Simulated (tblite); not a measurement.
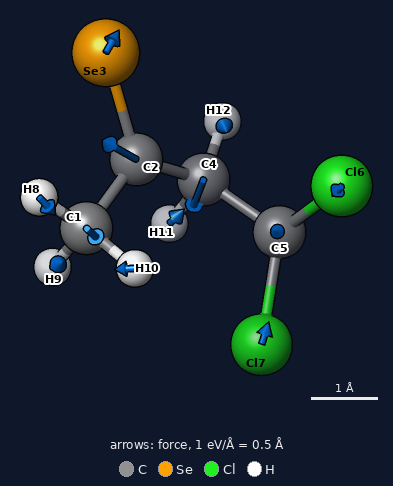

Starting geometry of C4H5Cl2Se (multiplicity 2) with the computed forces as blue arrows. A ball-and-stick model, seen at a tilt.

Method: GFN2-xTB geometry optimisation, gas phase in tblite 0.8.0. 

What follows when this structure is relaxed?

It isn't relaxed: the largest force vector, on C4, is 2.12 eV/Å. The final displacements have little in common with the starting forces (cosine between the two patterns 0.15). After 96 geometry steps the energy has fallen by 0.480 eV. Se3 moves most after the best rigid fit: 0.87 Å. By element the largest moves are Se 0.87 Å, Cl 0.68 Å, H 0.61 Å, C 0.22 Å. Among the contacts that change: Se3–Cl6 4.170 → 3.328 Å, C5–Cl7 1.754 → 1.709 Å, C5–Cl6 1.743 → 1.703 Å, C2–C4 1.471 → 1.510 Å. Bond angles that change, for instance: C2–C4–C5 116.0° → 103.2°, C1–C2–Se3 112.2° → 123.4°, C1–C2–C4 123.4° → 116.2°. Groups turn about C2–C4 by about 25°. The run took 1.2 s on 1 thread of Arm Neoverse N1, with other jobs on the host.
